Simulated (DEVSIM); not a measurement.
Device: abrupt Si p-n junction, at 300 K.

```tsv
layer (left to right)	material	thickness (μm)	Nd (cm⁻³)	Na (cm⁻³)	τn (s)	τp (s)
1	Si	0.110	-	2.1e16	1.1e-6	1.1e-6
2	Si	120	2.4e17	-	1.1e-6	1.1e-6
```

Left contact: ohmic. Right contact: ohmic. Voltage is applied to the left contact. Recombination: SRH at mid-gap, radiative. Mobility is constant in doping.

This is a model device: material constants are rounded textbook-type values typed into the input, and sizes, dopings and lifetimes were drawn at random. Values at 300 K.

```csv
parameter,Si
gap (eV),1.124
affinity (eV),4.05
permittivity,11.7
Nc (cm⁻³),2.86e19
Nv (cm⁻³),3.1e19
μn (cm²/Vs),1417
μp (cm²/Vs),470
B (cm³/s),4.7e-15
```

DEVSIM, 1D drift-diffusion, Boltzmann statistics, complete ionisation; no tunnelling, impact ionisation, image-force lowering or self-heating.

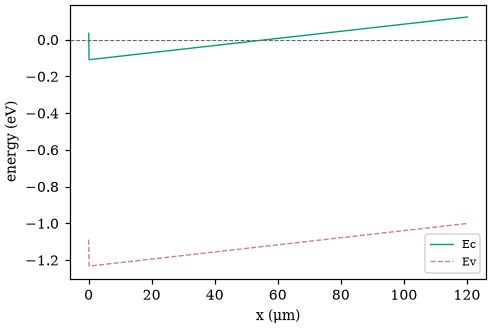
Fig. 1. Band edges at 0.9 V on the left contact

Energies count from the Fermi level of the right contact; mesh points crowd at the junctions.

```json
[
 {"x (μm)": "0.000", "Ec (eV)": "0.035", "Ev (eV)": "-1.089", "n (cm⁻³)": "5500", "p (cm⁻³)": "2.1e16", "field (V/cm)": "-2200"},
 {"x (μm)": "0.02497", "Ec (eV)": "0.029", "Ev (eV)": "-1.095", "n (cm⁻³)": "5.1e14", "p (cm⁻³)": "1.7e16", "field (V/cm)": "-3100"},
 {"x (μm)": "0.06145", "Ec (eV)": "0.009", "Ev (eV)": "-1.115", "n (cm⁻³)": "2.1e15", "p (cm⁻³)": "7.7e15", "field (V/cm)": "-8700"},
 {"x (μm)": "0.09496", "Ec (eV)": "-0.037", "Ev (eV)": "-1.161", "n (cm⁻³)": "1.5e16", "p (cm⁻³)": "1.3e15", "field (V/cm)": "-21000"},
 {"x (μm)": "0.1252", "Ec (eV)": "-0.102", "Ev (eV)": "-1.226", "n (cm⁻³)": "1.9e17", "p (cm⁻³)": "1.0e14", "field (V/cm)": "-7300"},
 {"x (μm)": "0.1746", "Ec (eV)": "-0.109", "Ev (eV)": "-1.233", "n (cm⁻³)": "2.4e17", "p (cm⁻³)": "8.0e13", "field (V/cm)": "≈ 0"},
 {"x (μm)": "0.2864", "Ec (eV)": "-0.108", "Ev (eV)": "-1.232", "n (cm⁻³)": "2.4e17", "p (cm⁻³)": "8.0e13", "field (V/cm)": "19"},
 {"x (μm)": "0.6891", "Ec (eV)": "-0.108", "Ev (eV)": "-1.232", "n (cm⁻³)": "2.4e17", "p (cm⁻³)": "7.9e13", "field (V/cm)": "19"},
 {"x (μm)": "1.450", "Ec (eV)": "-0.106", "Ev (eV)": "-1.230", "n (cm⁻³)": "2.4e17", "p (cm⁻³)": "7.9e13", "field (V/cm)": "19"},
 {"x (μm)": "3.048", "Ec (eV)": "-0.103", "Ev (eV)": "-1.227", "n (cm⁻³)": "2.4e17", "p (cm⁻³)": "7.8e13", "field (V/cm)": "19"},
 {"x (μm)": "6.784", "Ec (eV)": "-0.096", "Ev (eV)": "-1.220", "n (cm⁻³)": "2.4e17", "p (cm⁻³)": "7.5e13", "field (V/cm)": "19"},
 {"x (μm)": "20.24", "Ec (eV)": "-0.070", "Ev (eV)": "-1.194", "n (cm⁻³)": "2.4e17", "p (cm⁻³)": "6.7e13", "field (V/cm)": "19"},
 {"x (μm)": "45.68", "Ec (eV)": "-0.021", "Ev (eV)": "-1.145", "n (cm⁻³)": "2.4e17", "p (cm⁻³)": "5.3e13", "field (V/cm)": "19"},
 {"x (μm)": "84.82", "Ec (eV)": "0.055", "Ev (eV)": "-1.069", "n (cm⁻³)": "2.4e17", "p (cm⁻³)": "3.6e13", "field (V/cm)": "19"},
 {"x (μm)": "107.9", "Ec (eV)": "0.100", "Ev (eV)": "-1.024", "n (cm⁻³)": "2.4e17", "p (cm⁻³)": "2.1e13", "field (V/cm)": "19"},
 {"x (μm)": "114.7", "Ec (eV)": "0.113", "Ev (eV)": "-1.011", "n (cm⁻³)": "2.4e17", "p (cm⁻³)": "1.1e13", "field (V/cm)": "19"},
 {"x (μm)": "117.7", "Ec (eV)": "0.119", "Ev (eV)": "-1.005", "n (cm⁻³)": "2.4e17", "p (cm⁻³)": "5.5e12", "field (V/cm)": "19"},
 {"x (μm)": "119.1", "Ec (eV)": "0.122", "Ev (eV)": "-1.002", "n (cm⁻³)": "2.4e17", "p (cm⁻³)": "2.5e12", "field (V/cm)": "19"},
 {"x (μm)": "119.8", "Ec (eV)": "0.123", "Ev (eV)": "-1.001", "n (cm⁻³)": "2.4e17", "p (cm⁻³)": "8.2e11", "field (V/cm)": "19"},
 {"x (μm)": "120.0", "Ec (eV)": "0.123", "Ev (eV)": "-1.001", "n (cm⁻³)": "2.4e17", "p (cm⁻³)": "3.3e11", "field (V/cm)": "19"},
 {"x (μm)": "120.1", "Ec (eV)": "0.123", "Ev (eV)": "-1.000", "n (cm⁻³)": "2.4e17", "p (cm⁻³)": "1.2e11", "field (V/cm)": "19"},
 {"x (μm)": "120.1", "Ec (eV)": "0.124", "Ev (eV)": "-1.000", "n (cm⁻³)": "2.4e17", "p (cm⁻³)": "480", "field (V/cm)": "19"}
]
```
